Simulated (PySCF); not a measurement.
# C₄H₇N₃O₂Si: a changed input and its effect

System: C₄H₇N₃O₂Si.
Method of run A: GIAO PBE0/pcSseg-1 NMR shielding, non-relativistic, gas phase (PySCF 2.14.0).

The geometry comes from this level: PBE0-D3(BJ)/def2-SVP. Text and figures count atoms from 1; the logs count them from 0 in places.

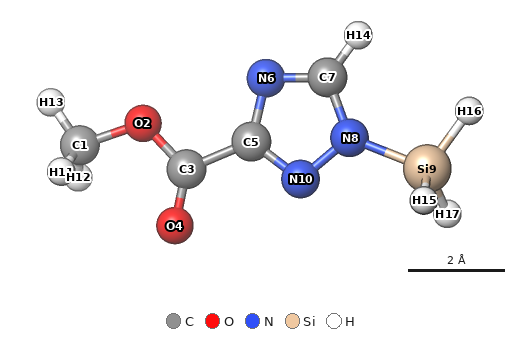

The structure as given in the input (ball-and-stick view, seen at a tilt; atoms are numbered from 1 in the order of the input). Bond lengths as drawn: C–C 1.49 Å, C–H 1.09 to 1.10 Å, C–N 1.31 to 1.36 Å, C–O 1.20 to 1.42 Å, H–Si 1.48 to 1.49 Å, N–N 1.34 Å and N–Si 1.79 Å.

**The input, run A**
```
{"job": {"kind": "nmr", "xc": "PBE0", "basis": "pcSseg-1"}, "charge": 0, "multiplicity": 1}
C      3.772786     0.396631     0.001293
O      2.441678     0.330874     0.477647
C      1.515966     0.079010    -0.446215
O      1.746955    -0.072145    -1.615871
C      0.157559     0.004674     0.154291
N     -0.110990     0.090795     1.484651
C     -1.412219    -0.030563     1.526949
N     -1.919522    -0.183285     0.272380
Si    -3.591908    -0.382168    -0.342680
N     -0.908221    -0.160950    -0.608735
H      3.891518     1.222608    -0.716139
H      4.055768    -0.538942    -0.503414
H      4.406775     0.563068     0.879482
H     -2.036585    -0.017400     2.420514
H     -3.906293     0.759981    -1.237489
H     -4.440414    -0.367825     0.879962
H     -3.684218    -1.680686    -1.056074
```

The first line tells a small driver script what to run in PySCF; the rest is the geometry in Å.

Launched with:
```bash
OMP_NUM_THREADS=1 python <driver script> task.json out
```

Hardware: 1 CPU thread, shared host.

**Output (run A)**
```
coarse grid: 15672 points
cycle   1  E = -759.8885390327  dE =  1.894e+00  |g| = 9.336e-01  |ddm| = 3.968e+00
cycle   2  E = -759.5138314354  dE =  3.747e-01  |g| = 1.688e+00  |ddm| = 2.065e+00
cycle   3  E = -760.0455247699  dE = -5.317e-01  |g| = 2.643e-01  |ddm| = 1.445e+00
cycle   4  E = -760.0563009162  dE = -1.078e-02  |g| = 1.172e-01  |ddm| = 2.461e-01
cycle   5  E = -760.0585724161  dE = -2.271e-03  |g| = 2.754e-02  |ddm| = 7.809e-02
cycle   6  E = -760.0586816285  dE = -1.092e-04  |g| = 1.501e-02  |ddm| = 2.715e-02
cycle   7  E = -760.0587294421  dE = -4.781e-05  |g| = 2.663e-03  |ddm| = 1.228e-02
cycle   8  E = -760.0587308942  dE = -1.452e-06  |g| = 9.019e-04  |ddm| = 2.606e-03
final grid: 149760 points
cycle   9  E = -760.1327112332  dE = -2.886e-05  |g| = 1.220e-02  |ddm| = 2.910e-02
cycle  10  E = -760.1326775878  dE =  3.365e-05  |g| = 1.841e-02  |ddm| = 2.065e-02
cycle  11  E = -760.1327379467  dE = -6.036e-05  |g| = 2.319e-03  |ddm| = 1.293e-02
cycle  12  E = -760.1327388900  dE = -9.433e-07  |g| = 5.158e-04  |ddm| = 1.643e-03
cycle  13  E = -760.1327389333  dE = -4.327e-08  |g| = 1.820e-04  |ddm| = 4.611e-04
cycle  14  E = -760.1327389394  dE = -6.128e-09  |g| = 6.824e-05  |ddm| = 1.744e-04
cycle  15  E = -760.1327389404  dE = -9.236e-10  |g| = 2.649e-05  |ddm| = 6.922e-05
converged SCF energy = -760.1327389404

GIAO shielding tensors (ppm)
atom      isotropic    diamagn.    paramagn.     s11        s22        s33       span
  0 C      132.342     239.218    -106.877    103.475    117.673    175.877     72.403
  1 O      145.246     400.121    -254.875    -40.592    236.217    240.113    280.705
  2 C       20.312     250.180    -229.867    -78.369     69.103     70.203    148.572
  3 O      -91.389     402.746    -494.135   -354.425   -244.494    324.752    679.177
  4 C       20.786     255.715    -234.929    -56.515     34.594     84.279    140.794
  5 N      -35.405     329.922    -365.327   -242.641    -93.792    230.217    472.858
  6 C       29.509     253.130    -223.621    -46.864     31.862    103.529    150.393
  7 N       30.068     335.497    -305.428    -86.508     36.728    139.984    226.492
  8 Si     398.119     879.389    -481.269    368.680    383.127    442.551     73.871
  9 N      -92.317     327.095    -419.411   -344.976   -110.285    178.311    523.287
 10 H       27.379      26.211       1.168     23.654     25.132     33.352      9.698
 11 H       27.299      26.196       1.104     23.695     25.097     33.106      9.411
 12 H       27.487      25.828       1.659     23.459     26.177     32.823      9.364
 13 H       23.241      30.922      -7.682     19.869     23.292     26.560      6.691
 14 H       26.123      28.175      -2.052     22.773     24.566     31.028      8.256
 15 H       26.231      27.568      -1.337     22.491     25.719     30.482      7.991
 16 H       26.105      28.140      -2.035     22.728     24.577     31.009      8.281
```

The input of run B differs as follows (lines with − go, lines with + come):
```diff
-"xc": "PBE0"
+"xc": "KT3"
+"pop": false
```

What does this change do to the results?

The total energies belong to different methods, so their difference says nothing on which is more stable or more accurate. The HOMO goes from −8.03 to −6.45 eV. The LUMO goes from −1.13 to −1.99 eV. The dipole moment goes from 3.42 to 3.24 D. Of all shieldings, the largest change is that of O4, by +27.3 ppm. The functional changes from PBE0 to KT3. Exact exchange removes part of the self-interaction error of semilocal functionals, which pushes filled and empty levels apart. The SCF takes 19 iterations against 15.

**Output (run B)**
```
coarse grid: 15672 points
cycle   1  E = -769.7337670699  dE =  1.702e+00  |g| = 1.065e+00  |ddm| = 3.996e+00
cycle   2  E = -766.8193595213  dE =  2.914e+00  |g| = 2.910e+00  |ddm| = 4.123e+00
cycle   3  E = -769.6828859361  dE = -2.864e+00  |g| = 1.023e+00  |ddm| = 3.979e+00
cycle   4  E = -769.9372198998  dE = -2.543e-01  |g| = 2.520e-01  |ddm| = 8.128e-01
cycle   5  E = -769.9415367313  dE = -4.317e-03  |g| = 2.328e-01  |ddm| = 3.565e-01
cycle   6  E = -769.9516058506  dE = -1.007e-02  |g| = 1.130e-01  |ddm| = 2.390e-01
cycle   7  E = -769.9540542975  dE = -2.448e-03  |g| = 4.396e-02  |ddm| = 1.075e-01
cycle   8  E = -769.9544527593  dE = -3.985e-04  |g| = 1.179e-02  |ddm| = 4.000e-02
cycle   9  E = -769.9544749722  dE = -2.221e-05  |g| = 5.238e-03  |ddm| = 1.138e-02
cycle  10  E = -769.9544809053  dE = -5.933e-06  |g| = 1.319e-03  |ddm| = 4.460e-03
final grid: 149760 points
cycle  11  E = -770.0148651660  dE = -3.559e-04  |g| = 2.112e-02  |ddm| = 7.602e-02
cycle  12  E = -770.0147361991  dE =  1.290e-04  |g| = 3.318e-02  |ddm| = 3.596e-02
cycle  13  E = -770.0149250230  dE = -1.888e-04  |g| = 6.039e-03  |ddm| = 2.483e-02
cycle  14  E = -770.0149304533  dE = -5.430e-06  |g| = 2.703e-03  |ddm| = 6.130e-03
cycle  15  E = -770.0149320373  dE = -1.584e-06  |g| = 7.926e-04  |ddm| = 2.667e-03
cycle  16  E = -770.0149321796  dE = -1.423e-07  |g| = 2.202e-04  |ddm| = 8.361e-04
cycle  17  E = -770.0149321886  dE = -9.039e-09  |g| = 9.372e-05  |ddm| = 2.345e-04
cycle  18  E = -770.0149321904  dE = -1.762e-09  |g| = 3.003e-05  |ddm| = 8.246e-05
cycle  19  E = -770.0149321906  dE = -1.883e-10  |g| = 7.612e-06  |ddm| = 2.467e-05
converged SCF energy = -770.0149321906

GIAO shielding tensors (ppm)
atom      isotropic    diamagn.    paramagn.     s11        s22        s33       span
  0 C      131.038     239.031    -107.994    102.495    116.458    174.159     71.664
  1 O      138.120     400.446    -262.326    -30.981    220.747    224.595    255.576
  2 C       30.370     251.677    -221.307    -58.320     67.974     81.457    139.778
  3 O      -64.047     403.721    -467.768   -294.219   -207.481    309.559    603.777
  4 C       31.396     256.315    -224.919    -34.686     44.927     83.948    118.634
  5 N      -15.470     330.217    -345.688   -202.156    -69.237    224.981    427.137
  6 C       40.779     252.957    -212.178    -27.338     47.451    102.224    129.562
  7 N       41.644     334.868    -293.224    -63.109     50.775    137.266    200.376
  8 Si     415.660     881.819    -466.159    389.473    399.771    457.737     68.264
  9 N      -67.925     327.663    -395.588   -291.859    -85.988    174.072    465.931
 10 H       27.435      26.466       0.969     23.816     25.224     33.264      9.447
 11 H       27.349      26.457       0.892     23.856     25.167     33.025      9.169
 12 H       27.658      26.035       1.624     23.985     26.346     32.644      8.659
 13 H       23.457      31.576      -8.119     20.194     23.518     26.658      6.464
 14 H       26.297      28.578      -2.281     23.009     24.764     31.117      8.109
 15 H       26.422      27.812      -1.389     22.755     25.949     30.562      7.807
 16 H       26.280      28.539      -2.258     22.967     24.776     31.098      8.132
```

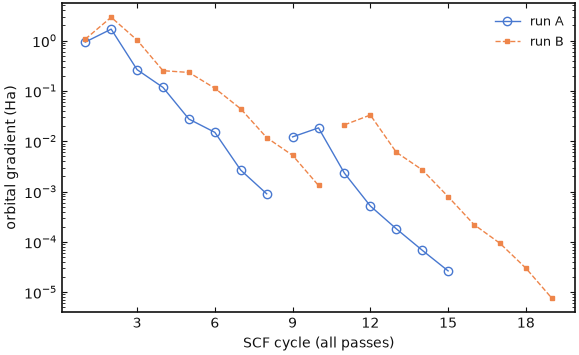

Convergence of the two runs: orbital gradient against the SCF cycle. A break in a curve parts two SCF passes (coarse and final grid). Run A takes 15 cycles in all, and run B takes 19.

**The two runs side by side**

| quantity | run A | run B |
| --- | --- | --- |
| outcome | converged | converged |
| total energy (hartree) | −760.132739 | −770.014932 |
| HOMO (eV) | −8.03 | −6.45 |
| LUMO (eV) | −1.13 | −1.99 |
| dipole moment (D) | 3.42 | 3.24 |
| shielding of O4 (ppm) | −91.4 | −64.0 |
| shielding of C5 (ppm) | 20.8 | 31.4 |
| shielding of N6 (ppm) | −35.4 | −15.5 |
| shielding of C7 (ppm) | 29.5 | 40.8 |
| shielding of N8 (ppm) | 30.1 | 41.6 |
| shielding of Si9 (ppm) | 398.1 | 415.7 |
| shielding of N10 (ppm) | −92.3 | −67.9 |
| SCF iterations | 15 | 19 |
| basis functions | 212 | 212 |
| wall time (shared host) | 40 s | 58 s |
